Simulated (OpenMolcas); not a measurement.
**GeO (SMILES [O]=[Ge]) at BLYP/6-31G (RICD fitting, fitting threshold 0.01)**

Aim: the vertical ionisation energy of GeO at BLYP/6-31G (RICD fitting, fitting threshold 0.01), from 2 runs. 

The calculation is run with OpenMolcas 26.06.

## 1. Starting point

GeO: 2 atoms, total charge 0, spin state singlet. As SMILES, `[O]=[Ge]`. The coordinates come from a PBE0-D4/def2-TZVP relaxation.

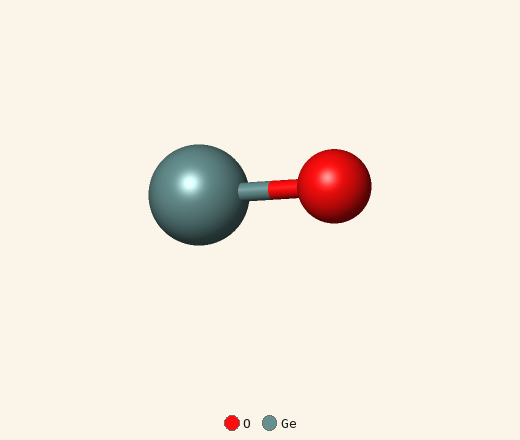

Viewed from a chosen angle; oxygen red, germanium teal.

## 2. The energy at BLYP/6-31G (RICD fitting, fitting threshold 0.01)

The input, job.inp:

```
* GeO Kohn-Sham DFT

&GATEWAY
  BasLib
  $CurrDir
  Coord
  2
  bohr
  O      0.00000000     0.00000000    -0.04353929
  Ge     0.00000000     0.00000000     3.02267363
  Basis
  6-31G
  Group
  NoSym
  RICD
  CDThreshold
  0.01

&SEWARD

&SCF
  KSDFT
  BLYP
  PrOrbitals
  0
```

The basis set 6-31G is read from a file made from the Basis Set Exchange's data (not shown).

Started as:

```sh
$ export MOLCAS_MEM=1860
$ pymolcas job.inp > job.log
```

The log of the run, shortened:

```text
--- Start Module: gateway ---
[...]
--- Stop Module: gateway /rc=_RC_ALL_IS_WELL_ ---
[...]
--- Start Module: seward ---
[...]
      Basis functions           36
--- Stop Module: seward /rc=_RC_ALL_IS_WELL_ ---
--- Start Module: scf ---
[...]
       Convergence after  12 Iterations
[...]
::    Total KS-DFT energy                           -2151.9644130227
[...]
      Total spin, S                                     0.0000000000
[...]
      Total electronic charge=   40.000000
      Total            charge=   -0.000000
[...]
      Dipole Moment (debye):
      Origin of the operator (angstrom)=    0.0000    0.0000    1.3109
                   X=  1.9569E-14               Y= -2.3544E-14               Z=  2.9250E+00           Total=  2.9250E+00
      Quadrupole Moment (debye*angstrom):
[...]
--- Stop Module: scf /rc=_RC_ALL_IS_WELL_ ---
[...]
```

Run time: 3.6 s. Hardware: 1 thread of Arm Neoverse V2, shared host; peak memory 0.11 GiB.

## 3. The doublet cation

The input, job.input:

```
* GeO Kohn-Sham DFT
>>> EXPORT MOLCAS_PRINT=2

&GATEWAY
  BasLib
  $CurrDir
  Coord
  2
  bohr
  O      0.00000000     0.00000000    -0.04353929
  Ge     0.00000000     0.00000000     3.02267363
  Basis
  6-31G
  Group
  NoSym
  RICD
  CDThreshold
  0.01

&SEWARD

&SCF
  UHF
  Charge
  1
  Spin
  2
  KSDFT
  BLYP
  PrOrbitals
  0
```

The basis set 6-31G is read from a file made from the Basis Set Exchange's data (not shown).

Started as:

```sh
$ export MOLCAS_MEM=1860
$ pymolcas job.input > job.log
```

The log of the run, shortened:

```text
--- Start Module: gateway ---
[...]
--- Stop Module: gateway /rc=_RC_ALL_IS_WELL_ ---
[...]
--- Start Module: seward ---
[...]
      Basis functions           36
--- Stop Module: seward /rc=_RC_ALL_IS_WELL_ ---
--- Start Module: scf ---
[...]
       Convergence after  18 Iterations
[...]
::    Total KS-DFT energy                           -2151.5641892005
[...]
      Total spin, S                                     0.5019847734
[...]
      Total electronic charge=   39.000000
      Total            charge=    1.000000
[...]
      Dipole Moment (debye):
      Origin of the operator (angstrom)=    0.0000    0.0000    1.3109
                   X= -5.0412E-16               Y=  2.6307E-15               Z=  2.9442E+00           Total=  2.9442E+00
      Center of Charge (angstrom)
[...]
--- Stop Module: scf /rc=_RC_ALL_IS_WELL_ ---
[...]
```

Wall time 4.5 s (1 thread of Arm Neoverse V2, shared host); peak memory 0.11 GiB.

## 4. Results

At BLYP/6-31G (RICD fitting, fitting threshold 0.01):

| quantity | value |
| --- | --- |
| singlet GeO: total energy | -2151.96441 Eh |
| singlet GeO: dipole moment | 2.92 D |
| singlet GeO: HOMO energy | -6.95 eV |
| singlet GeO: LUMO energy | -2.65 eV |
| singlet GeO: HOMO–LUMO gap | 4.30 eV |
| doublet cation: total energy | -2151.56419 Eh |
| doublet cation: HOMO energy (highest over α and β) | -15.67 eV |
| doublet cation: LUMO energy (lowest over α and β) | -14.89 eV |
| doublet cation: ⟨S²⟩ | 0.754 |
| vertical ionisation energy (to the doublet cation) | 10.891 eV |

Removing an electron at fixed nuclei costs 10.89 eV (251 kcal/mol). −ε(HOMO) before ionisation, 6.95 eV, is 3.94 eV below this ionisation energy.
